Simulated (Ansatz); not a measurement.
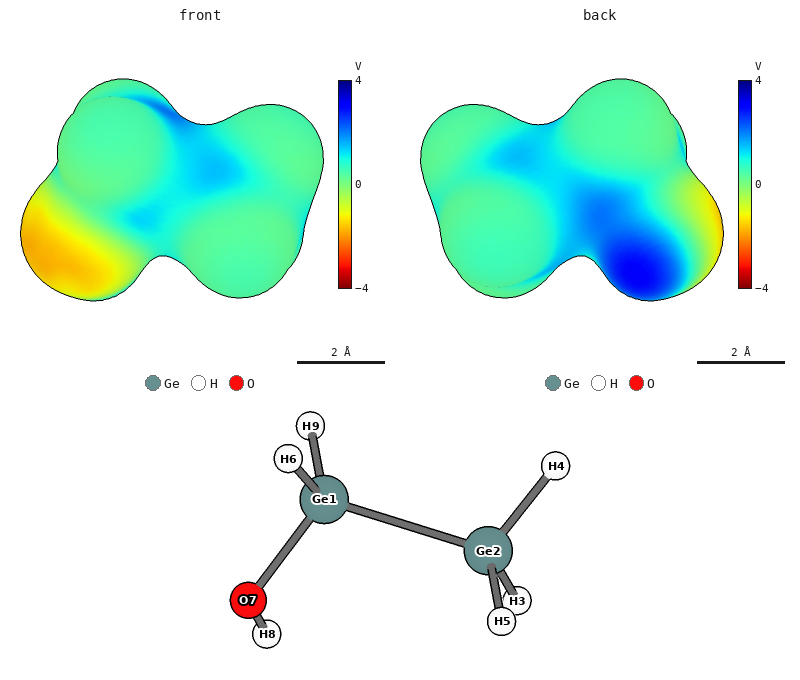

Ge2H6O. The molecular electrostatic potential painted on the density surface at 0.004 e/bohr³, seen from the front and from behind; red is negative and blue positive. The bare structure is drawn below in the same view.

Computed with Ansatz 0.2.0, RKS PBE-D4/def2-SVP.

```json
{"atom": "Ge", "x (Å)": "0.4337", "y (Å)": "-0.0626", "z (Å)": "-0.1282"}
{"atom": "Ge", "x (Å)": "1.0228", "y (Å)": "0.0274", "z (Å)": "2.2430"}
{"atom": "H", "x (Å)": "-0.2555", "y (Å)": "-0.1282", "z (Å)": "3.1121"}
{"atom": "H", "x (Å)": "2.0084", "y (Å)": "-1.1105", "z (Å)": "2.6242"}
{"atom": "H", "x (Å)": "1.6770", "y (Å)": "1.3906", "z (Å)": "2.5873"}
{"atom": "H", "x (Å)": "1.6456", "y (Å)": "0.2353", "z (Å)": "-1.0455"}
{"atom": "O", "x (Å)": "-0.7220", "y (Å)": "1.2741", "z (Å)": "-0.5266"}
{"atom": "H", "x (Å)": "-1.5193", "y (Å)": "1.2137", "z (Å)": "0.0318"}
{"atom": "H", "x (Å)": "-0.1884", "y (Å)": "-1.4467", "z (Å)": "-0.4974"}
```

**Describe the electrostatic potential map.**

The most negative region (about −1.7 V) lies over O7, the most positive (about +2.9 V) over H8. O7 is the likeliest acceptor of a hydrogen bond.
